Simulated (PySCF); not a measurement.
# One shape, several levels: singlet [SiF3]−

Wanted: a comparison of 5 runs (HF/3-21G, BHLYP/aug-cc-pVDZ, M06-2X/aug-cc-pVDZ, wB97X/aug-cc-pVDZ, SCS-MP2/aug-cc-pVDZ) of singlet [SiF3]−. The job is set up through a Python script.

Program for the calculation: PySCF 2.14.0.

1 further run of the same task is left out (set aside as unsound or not needed).

## 1. The molecule

[SiF3]− has 4 atoms, charge -1, and is taken as a singlet. As SMILES of the parent species, `F[Si](F)F`. The coordinates come from a GFN2-xTB relaxation. That shape belongs to the parent species and isn't relaxed for this state.

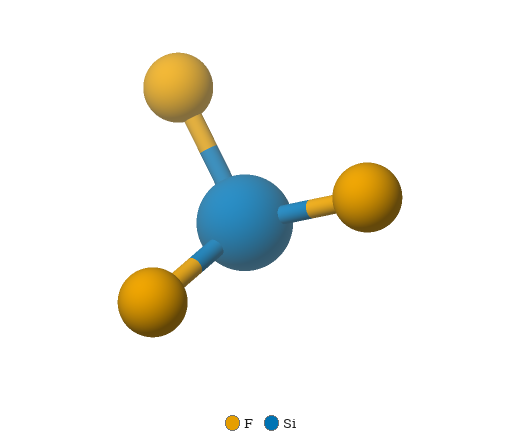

Viewed from a chosen angle; fluorine amber, silicon blue.

## 2. The energy at HF/3-21G (run 1)

Contents of input.py:

```python
from pyscf import gto

mol = gto.M(
    atom=[
    ('F', (0.787890, -0.508980, 1.119030)),
    ('Si', (-0.325240, 0.244050, 0.268860)),
    ('F', (-0.962750, -0.889100, -0.646850)),
    ('F', (0.500100, 1.154030, -0.741040)),
],
    verbose=4,
    max_memory=1860,
    charge=-1,
    basis='3-21g',
)

mf = mol.RHF()
mf.conv_tol = 1e-10
mf.kernel()
if not mf.converged:
    mf = mf.newton().run(mf.mo_coeff, mf.mo_occ)

e_tot = mf.e_tot
print('E = %.10f Eh' % e_tot)
```

The run is started by

```bash
$ OMP_NUM_THREADS=1 python input.py
```

Output:

```text
PySCF version 2.14.0

[INPUT] num. atoms = 4
[INPUT] num. electrons = 42
[INPUT] charge = -1
[INPUT] spin (= nelec alpha-beta = 2S) = 0
[INPUT] symmetry False subgroup None
[INPUT] Mole.unit = angstrom
[INPUT] Symbol           X                Y                Z      unit          X                Y                Z       unit  Magmom
[INPUT]  1 F      0.787890000000  -0.508980000000   1.119030000000 AA    1.488896316284  -0.961832802881   2.114660225172 Bohr   0.0
[INPUT]  2 Si    -0.325240000000   0.244050000000   0.268860000000 AA   -0.614614524754   0.461187660700   0.508071765851 Bohr   0.0
[INPUT]  3 F     -0.962750000000  -0.889100000000  -0.646850000000 AA   -1.819333826425  -1.680155497351  -1.222369343675 Bohr   0.0
[INPUT]  4 F      0.500100000000   1.154030000000  -0.741040000000 AA    0.945052034895   2.180800639532  -1.400362647348 Bohr   0.0

nuclear repulsion = 176.933543010771
number of shells = 22
number of NR pGTOs = 72
number of NR cGTOs = 40
basis = 3-21g
ecp = {}

******** <class 'pyscf.scf.hf.RHF'> ********
method = RHF
initial guess = minao
damping factor = 0
level_shift factor = 0
DIIS = <class 'pyscf.scf.diis.CDIIS'>
diis_start_cycle = 1
diis_space = 8
diis_damp = 0
SCF conv_tol = 1e-10
SCF conv_tol_grad = None
SCF max_cycles = 50
direct_scf = True
direct_scf_tol = 1e-13
Set gradient conv threshold to 1e-05
Initial guess from minao.
init E= -584.089174671814
  HOMO = -0.199479986264762  LUMO = 0.143395361948972  gap/eV = 9.33011
cycle= 1 E= -584.190055446261  delta_E= -0.101  |g|= 0.749  |ddm|= 2.13
  HOMO = -0.0461761961893892  LUMO = 0.458079458732475  gap/eV = 13.72150
cycle= 2 E= -584.25387012421  delta_E= -0.0638  |g|= 0.379  |ddm|= 0.657
  HOMO = -0.0527255629015428  LUMO = 0.450833148023254  gap/eV = 13.70253
cycle= 3 E= -584.272087051673  delta_E= -0.0182  |g|= 0.0301  |ddm|= 0.183
  HOMO = -0.0535127334704457  LUMO = 0.450558263062921  gap/eV = 13.71647
cycle= 4 E= -584.272845275679  delta_E= -0.000758  |g|= 0.00701  |ddm|= 0.0975
  HOMO = -0.0529051744135476  LUMO = 0.450460685786025  gap/eV = 13.69728
cycle= 5 E= -584.272891935244  delta_E= -4.67e-05  |g|= 0.00116  |ddm|= 0.0287
  HOMO = -0.0527851453256618  LUMO = 0.450527072194803  gap/eV = 13.69582
cycle= 6 E= -584.272892951487  delta_E= -1.02e-06  |g|= 0.000142  |ddm|= 0.0041
  HOMO = -0.0527451747699583  LUMO = 0.450537898755034  gap/eV = 13.69503
cycle= 7 E= -584.272892964366  delta_E= -1.29e-08  |g|= 2.28e-05  |ddm|= 0.000383
  HOMO = -0.0527474101624117  LUMO = 0.450535908718801  gap/eV = 13.69504
cycle= 8 E= -584.272892964586  delta_E= -2.2e-10  |g|= 8.78e-06  |ddm|= 3.59e-05
  HOMO = -0.0527473224556152  LUMO = 0.450535709208129  gap/eV = 13.69503
cycle= 9 E= -584.272892964603  delta_E= -1.67e-11  |g|= 2.03e-06  |ddm|= 9.53e-06
  HOMO = -0.0527470100466241  LUMO = 0.450535767432998  gap/eV = 13.69502
Extra cycle  E= -584.272892964605  delta_E= -2.61e-12  |g|= 9.06e-07  |ddm|= 3.45e-06
converged SCF energy = -584.272892964605
E = -584.2728929646 Eh
```

Run time: 0.85 s. Hardware: 1 thread of Arm Neoverse V1, shared host; peak memory 0.12 GiB.

## 3. A single-point energy at BHLYP/aug-cc-pVDZ (run 2)

Contents of input.py:

```python
from pyscf import gto, dft

mol = gto.M(
    atom='''
F    0.787890  -0.508980   1.119030
Si  -0.325240   0.244050   0.268860
F   -0.962750  -0.889100  -0.646850
F    0.500100   1.154030  -0.741040
''',
    verbose=3,
    max_memory=1860,
    charge=-1,
    basis='aug-cc-pvdz',
)

calc0 = dft.RKS(mol)
calc0.xc = 'bhandhlyp'
calc0.grids.level = 5
calc0.conv_tol = 1e-10
calc0.kernel()
if not calc0.converged:
    calc0 = calc0.newton().run(calc0.mo_coeff, calc0.mo_occ)

e_tot = calc0.e_tot
print('E = %.10f Eh' % e_tot)
```

The run is started by

```bash
$ OMP_NUM_THREADS=1 python input.py
```

Output:

```text
converged SCF energy = -589.148007211114
E = -589.1480072111 Eh
```

Run time: 23 s. Hardware: 1 thread of Arm Neoverse V1, shared host; peak memory 0.48 GiB.

Runs 3 to 4 aren't shown in full; the table further down has their settings and results.

## 4. A single-point energy at SCS-MP2/aug-cc-pVDZ (run 5)

Contents of run.py:

```python
from pyscf import gto, scf, mp

mol = gto.Mole()
mol.atom = '''
F      0.787890    -0.508980     1.119030
Si    -0.325240     0.244050     0.268860
F     -0.962750    -0.889100    -0.646850
F      0.500100     1.154030    -0.741040
'''
mol.basis = 'aug-cc-pvdz'
mol.max_memory = 1860
mol.charge = -1
mol.verbose = 4
mol.build()

hf = scf.RHF(mol)
hf.conv_tol = 1e-10
hf.kernel()
if not hf.converged:
    hf = hf.newton().run(hf.mo_coeff, hf.mo_occ)

pt = mp.MP2(hf, frozen=8).run()
e_tot = hf.e_tot + 1.2 * pt.e_corr_os + pt.e_corr_ss / 3
print('E = %.10f Eh' % e_tot)
```

The run is started by

```bash
$ OMP_NUM_THREADS=1 python run.py
```

Output:

```text
PySCF version 2.14.0

[... 58 lines left out ...]
converged SCF energy = -587.463207409333
[... 1 line left out ...]
******** <class 'pyscf.mp.mp2.RMP2'> ********
nocc = 13, nmo = 88
frozen orbitals 8
E(RMP2) = -588.17897862877  E_corr = -0.715771219437173
E(SCS-RMP2) = -588.151685091806  E_corr = -0.688477682473168
E_corr(same-spin) = -0.196670516367045
E_corr(oppo-spin) = -0.519100703070128
E = -588.1516850918 Eh
```

Wall time 2.5 s (1 thread of Arm Neoverse V1, shared host); peak memory 0.24 GiB.

## 5. All runs side by side

```csv
run,level,integration grid,frozen core orbitals,energy (Eh),HOMO energy (eV),LUMO energy (eV),HOMO–LUMO gap (eV),wall time
1,HF/3-21G,–,–,-584.272893,-1.44,12.26,13.70,0.85 s
2,BHLYP/aug-cc-pVDZ,5,–,-589.148007,-0.80,4.34,5.14,23 s
3,M06-2X/aug-cc-pVDZ,5,–,-589.135324,-0.73,4.22,4.95,48 s
4,wB97X/aug-cc-pVDZ,5,–,-589.179494,-2.10,5.19,7.28,46 s
5,SCS-MP2/aug-cc-pVDZ,–,8,-588.151685,-2.07,5.08,7.15,2.5 s
```

## 6. Outcome

| quantity | value |
| --- | --- |
| run 5: total energy | -588.15169 Eh |
| run 5: HOMO energy (Hartree–Fock orbitals) | -2.07 eV |
| run 5: LUMO energy (Hartree–Fock orbitals) | 5.08 eV |
| run 5: HOMO–LUMO gap (to an unbound level, set by the basis) | 7.15 eV |
| run 5: correlation energy (8 core orbitals frozen) | -688.5 mEh |

Over runs 1, 2, 3, 4 the HOMO–LUMO gap runs from 4.95 eV (M06-2X/aug-cc-pVDZ) to 13.70 eV (HF/3-21G). The two ends differ in method and basis. The empty levels of an anion lie above zero and hang on the basis. Totals of different functionals can't be ranked against each other. All runs together took 2 min, the longest 48 s.
